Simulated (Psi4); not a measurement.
**SnH2F2 (SMILES [F][SnH2][F]) at wB97X-V/def2-SVP (core potential)**

What is the energy change on altering one bond length of SnH2F2 at wB97X-V/def2-SVP (core potential)? 

The results are computed with Psi4 1.11.

## (1) The system as given

SnH2F2 has 5 atoms, charge 0, and is taken as a singlet. SMILES: `[F][SnH2][F]`. The shape is that of a PBE0-D4/def2-TZVP optimisation.

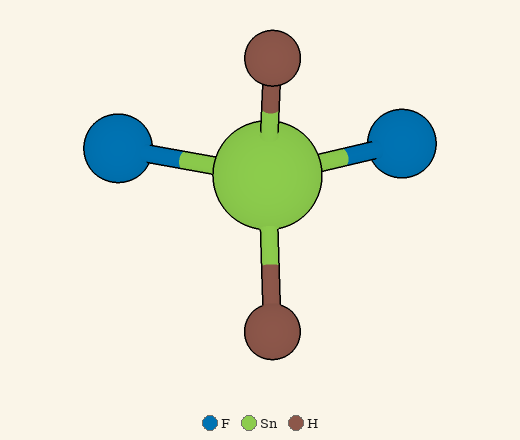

Viewed from a chosen angle; fluorine blue, tin green, hydrogen brown.

## (2) The energy at wB97X-V/def2-SVP (core potential)

Input file f2h2sn.json:

```json
{
  "schema_name": "qcschema_input",
  "schema_version": 1,
  "molecule": {
    "schema_name": "qcschema_molecule",
    "schema_version": 2,
    "symbols": ["F", "Sn", "F", "H", "H"],
    "geometry": [-0.64912092, -0.67330942, 3.29076907, 0.2435857, -0.13832795, -0.16289439, -2.3266308, 2.09891881, -1.34624089, -0.16516206, -2.92359529, -1.6801555, 2.9918144, 1.49685206, -0.17952398],
    "molecular_charge": 0,
    "molecular_multiplicity": 1,
    "fix_symmetry": "c1",
    "fix_com": true,
    "fix_orientation": true
  },
  "driver": "energy",
  "model": {
    "method": "wb97x-v",
    "basis": "def2-SVP"
  },
  "keywords": {
    "reference": "rks",
    "puream": true,
    "e_convergence": 1e-09,
    "d_convergence": 1e-08,
    "scf_type": "pk",
    "dft_radial_points": 99,
    "dft_spherical_points": 590
  }
}
```

Run with:

```console
$ psi4 --qcschema f2h2sn.json -n 1 --memory 2200MB
```

stdout:

```text
[...]
    !!!  WARNING: ECP capability is in beta. Please check occupations closely.  !!!
[...]
  Running in c1 symmetry.
[...]
  Nuclear repulsion =  144.609737176078340
[...]
  Multiplicity = 1
[...]
  Nalpha       = 21
  Nbeta        = 21
[...]
    Number of basis functions: 64
[...]
   @RKS iter   1:  -414.83370900997051   -2.05908e+00   9.58148e-03 ADIIS/DIIS
[...]
   @RKS iter  11:  -414.96556163199244   -2.27374e-12   2.65558e-09 DIIS
[...]
    Orbital Energies [Eh]
    ---------------------
    Doubly Occupied:
       1A    -24.718145     2A    -24.718122     3A     -5.260386
       4A     -3.610511     5A     -3.609151     6A     -3.605495
       7A     -1.267537     8A     -1.254315     9A     -1.193172
      10A     -1.192274    11A     -1.190170    12A     -1.172936
      13A     -1.149766    14A     -0.662657    15A     -0.526593
      16A     -0.524132    17A     -0.521264    18A     -0.487179
      19A     -0.480115    20A     -0.475581    21A     -0.443169
[...]
  @RKS Final Energy:  -414.96556163199244
   => Energetics <=
    Nuclear Repulsion Energy =            144.6097371760783403
    One-Electron Energy =                -944.7936966914073764
    Two-Electron Energy =                 412.9898701809419208
    DFT Exchange-Correlation Energy =     -27.9387845252888702
    Empirical Dispersion Energy =           0.0000000000000000
    VV10 Nonlocal Energy =                  0.1673122276835264
    Total Energy =                       -414.9655616319924434
[...]
 Multipole Moments:
 ------------------------------------------------------------------------------------
     Multipole            Electronic (a.u.)      Nuclear  (a.u.)        Total (a.u.)
 ------------------------------------------------------------------------------------
 L = 1.  Multiply by 2.5417464519 to convert [e a0] to [Debye]
 Dipole X            :         19.6326533          -18.5962277            1.0364255
 Dipole Y            :         -8.8699844            8.3605264           -0.5094580
 Dipole Z            :        -12.7368214           12.0573976           -0.6794239
 Magnitude           :                                                    1.3399037
[...]
```

The result, in JSON:

```text
{
 "driver": "energy",
 "model": {
  "method": "wb97x-v",
  "basis": "def2-SVP"
 },
 "success": true,
 "return_result": -414.96556163199244,
 "properties": {
  "calcinfo_nbasis": 64,
  "calcinfo_nmo": 64,
  "calcinfo_nalpha": 21,
  "calcinfo_nbeta": 21,
  "calcinfo_natom": 5,
  "nuclear_repulsion_energy": 144.60973717607834,
  "return_energy": -414.96556163199244,
  "scf_one_electron_energy": -944.7936966914074,
  "scf_two_electron_energy": 412.9898701809419,
  "scf_vv10_energy": 0.1673122276835264,
  "scf_xc_energy": -27.93878452528887,
  "scf_dipole_moment": [1.0364255191856593, -0.5094579777154351, -0.6794238507147643],
  "scf_total_energy": -414.96556163199244,
  "scf_iterations": 11
 }
}
```

Run time: 1.9 min. Hardware: 1 thread of Intel Xeon at 2.50GHz (Skylake/Cascade Lake), shared host; peak memory 0.69 GiB.

## (3) The distorted shape, same level

Input file job.dat:

```
memory 2200 mb

molecule system {
  F      0.064548    -0.711486     1.929268
  Sn     0.536948    -0.428386     0.101668
  F     -1.231200     1.110700    -0.712400
  H      0.320648    -1.902286    -0.701232
  H      1.991248     0.436914     0.092868
  units angstrom
  symmetry c1
}

set {
  basis                def2-SVP
  reference            rks
  puream               true
  e_convergence        1e-09
  d_convergence        1e-08
  scf_type             pk
  dft_radial_points    99
  dft_spherical_points 590
}

e, wfn = energy("wb97x-v", return_wfn=True)
print_variables()
```

Run with:

```console
$ psi4 job.dat job.out -n 1
```

job.out:

```text
[...]
    !!!  WARNING: ECP capability is in beta. Please check occupations closely.  !!!
[...]
  Running in c1 symmetry.
[...]
  Nuclear repulsion =  129.533259418077279
[...]
  Multiplicity = 1
[...]
  Nalpha       = 21
  Nbeta        = 21
[...]
    Number of basis functions: 64
[...]
   @RKS iter   1:  -414.72440966805993   -2.10787e+00   1.02250e-02 DIIS/ADIIS
[...]
   @RKS iter  13:  -414.89883340650385   -1.59162e-12   2.10178e-09 DIIS
[...]
    Orbital Energies [Eh]
    ---------------------
    Doubly Occupied:
       1A    -24.741838     2A    -24.650053     3A     -5.290965
       4A     -3.641311     5A     -3.638887     6A     -3.634677
       7A     -1.285738     8A     -1.223143     9A     -1.221189
      10A     -1.219425    11A     -1.217980    12A     -1.186552
      13A     -1.118089    14A     -0.674404    15A     -0.534356
      16A     -0.529510    17A     -0.515746    18A     -0.474920
      19A     -0.419866    20A     -0.401458    21A     -0.400847
[...]
  @RKS Final Energy:  -414.89883340650385
   => Energetics <=
    Nuclear Repulsion Energy =            129.5332594180772787
    One-Electron Energy =                -914.6375299156640040
    Two-Electron Energy =                 397.9004076454235701
    DFT Exchange-Correlation Energy =     -27.8637671397155309
    Empirical Dispersion Energy =           0.0000000000000000
    VV10 Nonlocal Energy =                  0.1687965853748670
    Total Energy =                       -414.8988334065038543
[...]
 Multipole Moments:
 ------------------------------------------------------------------------------------
     Multipole            Electronic (a.u.)      Nuclear  (a.u.)        Total (a.u.)
 ------------------------------------------------------------------------------------
 L = 1.  Multiply by 2.5417464519 to convert [e a0] to [Debye]
 Dipole X            :         16.9560053          -15.2592883            1.6967170
 Dipole Y            :         -9.7564812            8.6725599           -1.0839213
 Dipole Z            :         -6.9292545            6.5529611           -0.3762934
 Magnitude           :                                                    2.0482507
[...]
```

Wall time 2.2 min (1 thread of Intel Xeon at 2.50GHz (Skylake/Cascade Lake), shared host); peak memory 0.67 GiB.

## (4) Results

Level: wB97X-V/def2-SVP (core potential).

```
                                                          quantity          value
                                         first shape: total energy  -414.96556 Eh
                                        first shape: dipole moment         3.41 D
                                          first shape: HOMO energy      -12.06 eV
                                          first shape: LUMO energy        1.67 eV
                                        first shape: HOMO–LUMO gap       13.73 eV
                                     distorted shape: total energy  -414.89883 Eh
                                    distorted shape: dipole moment         5.21 D
                                      distorted shape: HOMO energy      -10.91 eV
                                      distorted shape: LUMO energy       -0.49 eV
                                    distorted shape: HOMO–LUMO gap       10.41 eV
energy change with the Sn2–F3 bond stretched from 1.909 to 2.481 Å       1.816 eV
```

**Reading.** With the Sn2–F3 bond stretched from 1.909 to 2.481 Å the energy rises by 1.82 eV (42 kcal/mol). The first shape isn't relaxed at this level, so the change isn't measured from a minimum.
